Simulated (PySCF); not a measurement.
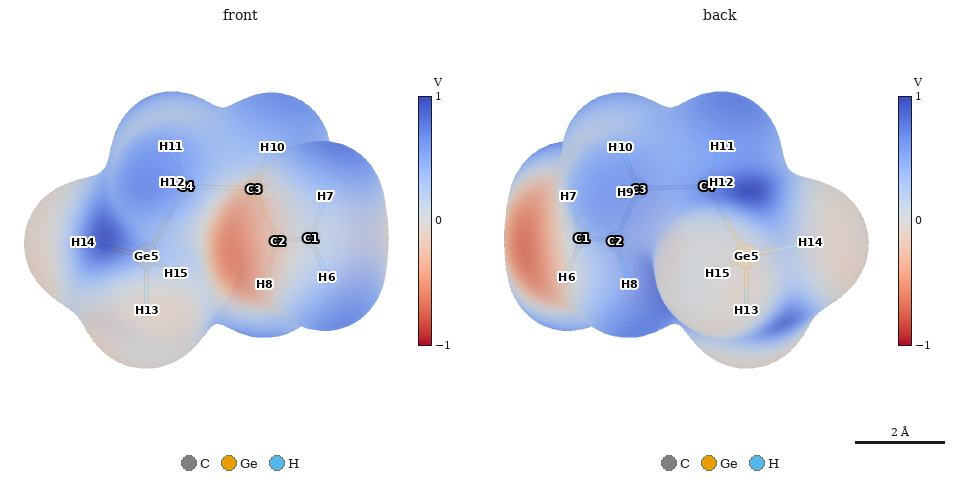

Figure 1: C$_{4}$H$_{10}$Ge (SMILES C=CC[CH2][GeH3]). The electrostatic potential painted on the density surface at 0.002 e/bohr³, seen from the front and from behind; red is negative and blue positive.

Geometry: GFN2-xTB.

Method: PySCF, B3LYP/def2-SVPD, SCF density, gas phase.

```yaml
atoms:
  - { symbol: C, position_ang: [-2.3442, 0.7290, 0.4822] }
  - { symbol: C, position_ang: [-1.2047, 0.5557, -0.1585] }
  - { symbol: C, position_ang: [-0.5882, -0.7713, -0.4556] }
  - { symbol: C, position_ang: [0.7476, -0.9356, 0.2725] }
  - { symbol: Ge, position_ang: [2.1160, 0.3935, -0.2432] }
  - { symbol: H, position_ang: [-2.7443, 1.7073, 0.6876] }
  - { symbol: H, position_ang: [-2.9315, -0.1074, 0.8266] }
  - { symbol: H, position_ang: [-0.6271, 1.4110, -0.4951] }
  - { symbol: H, position_ang: [-0.4144, -0.8505, -1.5338] }
  - { symbol: H, position_ang: [-1.2702, -1.5737, -0.1617] }
  - { symbol: H, position_ang: [1.1456, -1.9318, 0.0651] }
  - { symbol: H, position_ang: [0.5821, -0.8797, 1.3501] }
  - { symbol: H, position_ang: [1.9193, 1.7312, 0.3951] }
  - { symbol: H, position_ang: [3.4815, -0.0718, 0.1552] }
  - { symbol: H, position_ang: [2.1280, 0.6017, -1.7254] }
```

### Where is the surface potential most negative and most positive?

The most negative region (about −0.6 V) lies over the π face of C1 and C2, the most positive (about +0.9 V) over Ge5.

### What dipole moment does the calculation give?

Its dipole moment is 0.75 D.
